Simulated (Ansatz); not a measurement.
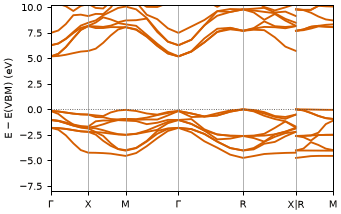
Band structure from plane-wave PAW HSE06 (Ansatz code)

Q: Read off the gap and where the band edges lie.

A: About 5.2 eV (5.18 eV among the points solved); maximum at R, minimum at Γ.

The material is BaHfO3 (cubic perovskite, Pm-3m).

The cell was relaxed with HSE06 under the symmetry of its start. No spin polarisation was allowed. The hybrid was solved on a coarse mesh, the path and, where they were found, the r²SCAN edge points; its band edges are the extreme levels among these. Scalar-relativistic: spin–orbit coupling is off unless named, which matters more the heavier the elements.

Potentials: the later of the program's two PAW sets.
